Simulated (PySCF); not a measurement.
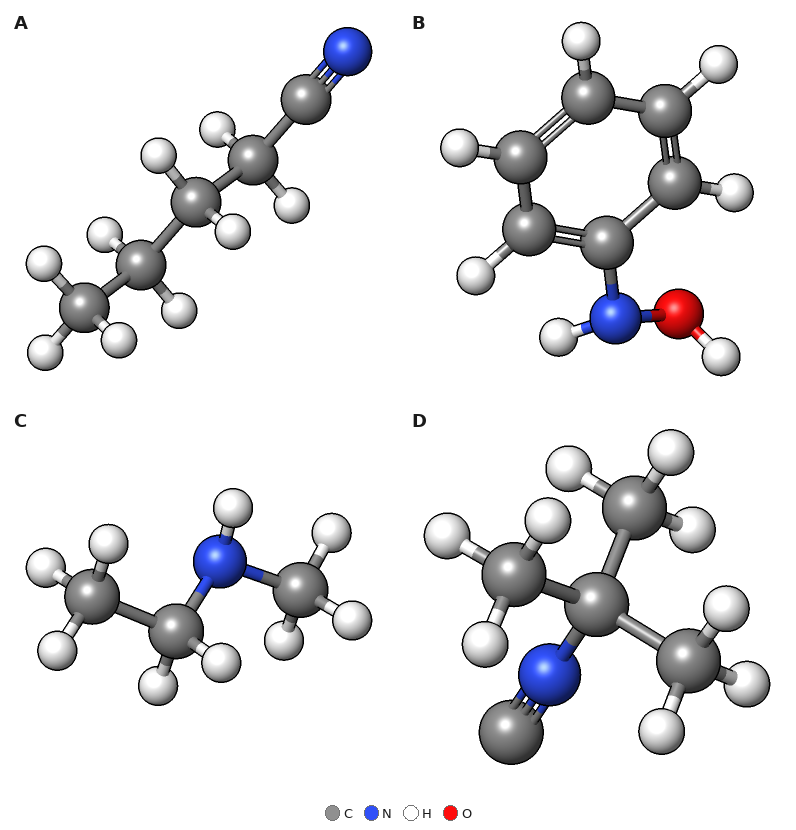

Source: calculation with PySCF.

> Which panel belongs to which SMILES?
(1) CCCCC#N
(2) CCNC
(3) ONc1ccccc1
(4) [C-]#[N+]C(C)(C)C

A is (1), B is (3), C is (2), D is (4).
